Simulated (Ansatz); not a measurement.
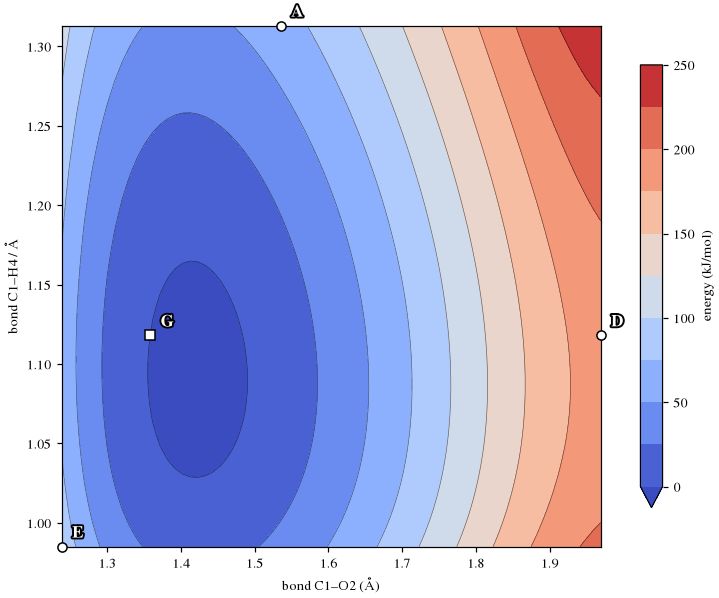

CH4GeO, SMILES C[O][GeH]. Two internal coordinates are moved rigidly from the geometry relaxed at PBE0-D4/def2-TZVP, all others fixed. First axis: bond C1–O2. Second axis: bond C1–H4. The grid has 5 × 5 points. Energies: kJ/mol, counted from the lowest grid point. Computed with Ansatz, RHF-CCSD(T), frozen core/def2-TZVPP.

The picture shows filled contours, lettered points. Between grid points the surface is interpolated.

### Rank the lettered points by energy, lowest first.

G (0 kJ/mol), A (64 kJ/mol), E (95 kJ/mol), D (187 kJ/mol).
